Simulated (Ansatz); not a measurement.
```xyz
15

C    -3.4357   -0.6350   -2.5972
C    -2.1528   -1.0276   -2.4601
F    -1.3481    1.6209   -3.0874
Si   -0.7222    0.1601   -2.6410
Si    0.4330    0.3542   -0.5993
Si    1.0918   -1.8070    0.0650
H    -3.6915    0.4102   -2.8416
H    -4.2804   -1.3350   -2.4764
H    -1.9372   -2.0847   -2.2126
H     0.2247   -0.2857   -3.7243
H    -0.4827    0.9376    0.4460
H     1.6463    1.2388   -0.7316
H     1.8398   -1.7821    1.3708
H    -0.1296   -2.6748    0.2211
H     1.9757   -2.4212   -0.9885
```

Geometry: PBE-D3(BJ)/def2-SVP.

Computed with isolated molecule in a Gaussian basis; Kohn-Sham density functional theory, functional PBE0 in Ansatz.

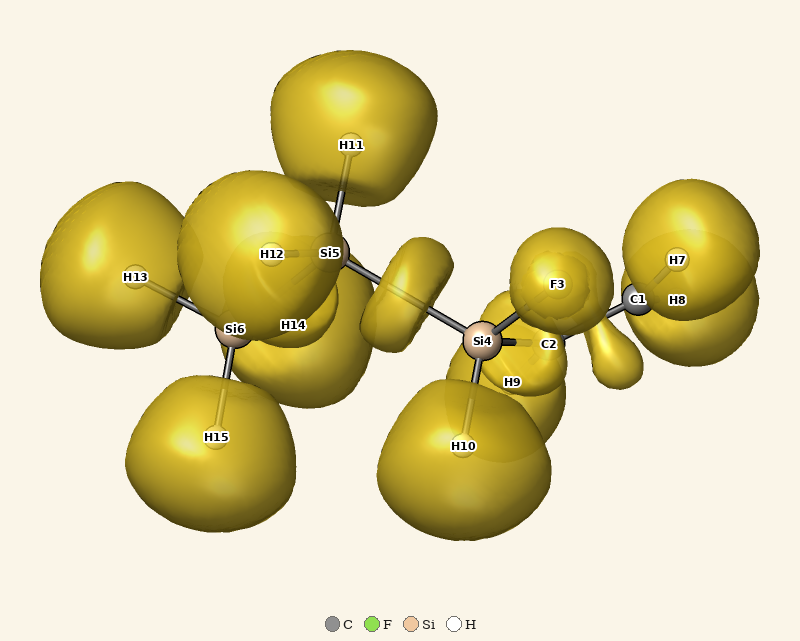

C$_{2}$H$_{9}$FSi$_{3}$. Isosurface of the ELF at 0.8 (yellow), seen from one side. Only the valence region is drawn (cores and ρ < 0.01 e/Å³ removed).

**Identify the bonds, lone pairs and shells in this picture.**

At this value the surface marks out one region between bonded C–C atoms (shared pairs), one region between bonded C–Si atoms (shared pairs), two regions between bonded Si–Si atoms (shared pairs), nine regions around hydrogen nuclei and one region wrapped around F (its lone pairs, merged into a ring or cap).

Values along the shortest contacts:
C–C (1.35 Å): the ELF peaks at about 0.95 between the atoms (a covalent bond). Si–F (1.65 Å): the ELF peaks at about 0.85 in the valence shell of F, 0.6 Å from its nucleus, and is about 0.45 at the midpoint.
